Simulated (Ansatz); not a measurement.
**Two runs on C2H4FGaO**

System: C2H4FGaO.
Method of the first run: RKS PBE0-D4/def2-TZVPP (Ansatz 0.2.0).

The geometry comes from this level: PBE0-D4/def2-TZVP. Text and figures count atoms from 1; the logs count them from 0 in places.

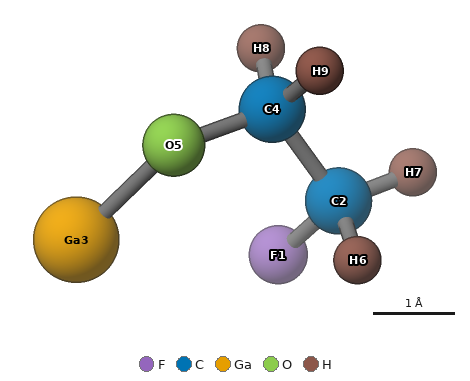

Figure 1. The structure as given in the input (ball-and-stick view, seen at a tilt; atoms are numbered from 1 in the order of the input). Sticks mark near contacts.

The input, the first run:
```yaml
crystal:
  periodic: [false, false, false]
  atoms:
    - {symbol: F, position_ang: [0.167498, 0.427094, -1.585628]}
    - {symbol: C, position_ang: [0.127586, 0.863734, -0.257823]}
    - {symbol: Ga, position_ang: [1.000900, -2.216811, -1.053517]}
    - {symbol: C, position_ang: [-0.391909, -0.252972, 0.608339]}
    - {symbol: O, position_ang: [0.368269, -1.407059, 0.465537]}
    - {symbol: H, position_ang: [1.150602, 1.134761, 0.017167]}
    - {symbol: H, position_ang: [-0.518757, 1.744694, -0.219654]}
    - {symbol: H, position_ang: [-1.447400, -0.436730, 0.357662]}
    - {symbol: H, position_ang: [-0.368188, 0.096889, 1.650817]}
basis:
  gaussian: {orbitals: def2-TZVPP}
hamiltonian: {xc: pbe0, dispersion: d4}
output: {orbitals: {seedname: orbitals}}
```

Launched with:
```bash
ansatz run in.yaml --threads 4 --pin off --events-out ev --progress --plain --max-ram 10444MiB
```

Hardware: 4 threads of Intel Xeon, 163 GiB of memory available, shared host.

Output (the first run):
```
Functional definition: PBE0
  parameter a = 0.25
  parameter kappa = 0.804
  parameter beta = 0.06672455060314922
  exchange = (1 - a)*pbe_x(kappa = kappa, mu = beta*pi^2/3) + a*exact_x
  correlation = pbe_c(beta = beta)
1316 factors; their error is unknown
mean field evaluation 1: about -59262.6085 eV, gradient 6.2e1 eV
mean field evaluation 2: about -59196.2140 eV, gradient 1.8e2 eV
mean field evaluation 4: about -59269.8906 eV, gradient 1.3e1 eV
mean field evaluation 8: about -59270.1650 eV, gradient 2.5e-1 eV
mean field evaluation 16: about -59270.3567 eV, gradient 1.5e-4 eV
mean field -59270.35674549 eV, -2178.1454355060 hartree, gradient 3.4e-5 eV, S^2 0.000000; 0 other end points of the search recorded, 0 dependent functions left out
reference -59270.35677544 eV, -2178.1454366067 hartree; 32, 32 occupied and 196, 196 virtual orbitals, 1316 factors
Total energy: -59270.52342770 eV, -2178.1515609642 hartree
```

The input of the second run differs as follows (lines with − go, lines with + come):
```diff
-hamiltonian: {xc: pbe0, dispersion: d4}
+hamiltonian: {xc: {name: wB97X-V}}
```

What does this change do to the results?

The total energies belong to different models, so their difference says nothing on which is more stable or more accurate. The HOMO goes from −6.79 to −9.01 eV. The LUMO goes from −0.93 to 0.94 eV.

Output (the second run):
```
Functional definition: wB97X-V
  parameter omega = 0.3/bohr
  parameter cx = 0.167
  parameter cx1 = 0.603
  parameter cx2 = 1.194
  parameter css0 = 0.556
  parameter css1 = -0.257
  parameter cos0 = 1.219
  parameter cos1 = -1.850
  parameter b = 6.0
  parameter c = 0.01
  exchange = spin_sum(e_x_unif_sr(omega)*poly(b97_u_x, 1 - cx, cx1, cx2)) + cx*exact_x_sr(omega) + exact_x_lr(omega)
  correlation = spin_sum(e_c_pw_same_spin*poly(b97_u_same, css0, css1))
      + integral(e_c_pw_opposite_spin*poly(b97_u_opposite, cos0, cos1)) + vv10(b, c)
1306 factors; their error is unknown
297 factors; integrals over basis functions are off by at most 6.9e-6 eV
mean field evaluation 1: about -59271.8080 eV, gradient 5.6e1 eV
mean field evaluation 2: about -59267.0355 eV, gradient 7.9e1 eV
mean field evaluation 4: about -59277.4239 eV, gradient 3.5e0 eV
mean field evaluation 8: about -59277.5642 eV, gradient 5.5e-1 eV
mean field evaluation 16: about -59277.5646 eV, gradient 7.1e-5 eV
mean field -59277.56462970 eV, -2178.4103203650 hartree, gradient 2.8e-5 eV, S^2 0.000000; 0 other end points of the search recorded, 0 dependent functions left out
reference -59277.56462782 eV, -2178.4103202959 hartree; 32, 32 occupied and 196, 196 virtual orbitals, 1306 factors
Total energy: -59277.56462782 eV, -2178.4103202959 hartree
```

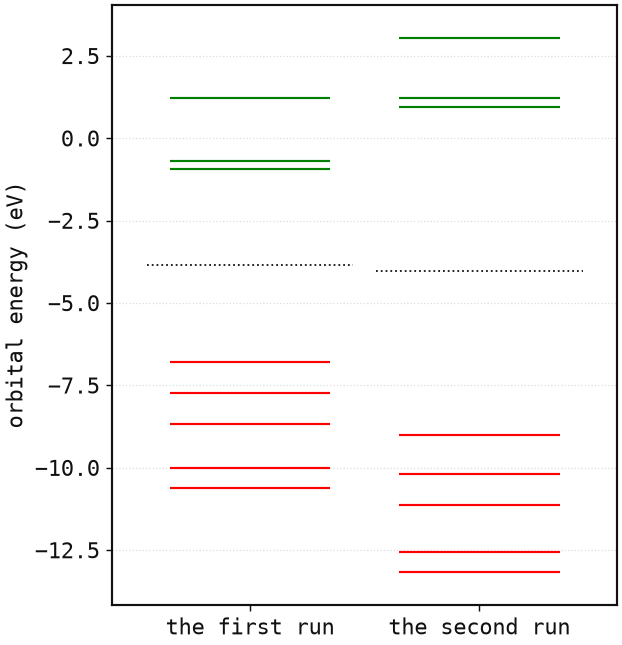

Figure 2. The five highest filled and three lowest empty orbital energies of the two runs; the dotted lines part filled from empty levels. The HOMO–LUMO gap is 5.86 eV in the first run and 9.96 eV in the second run.

The two runs side by side:

```csv
quantity,the first run,the second run
outcome,converged,converged
total energy (hartree),−2178.151561,−2178.410320
HOMO (eV),−6.79,−9.01
LUMO (eV),−0.93,0.94
basis functions,228,228
wall time (shared host),1.9 s,4.2 s
```
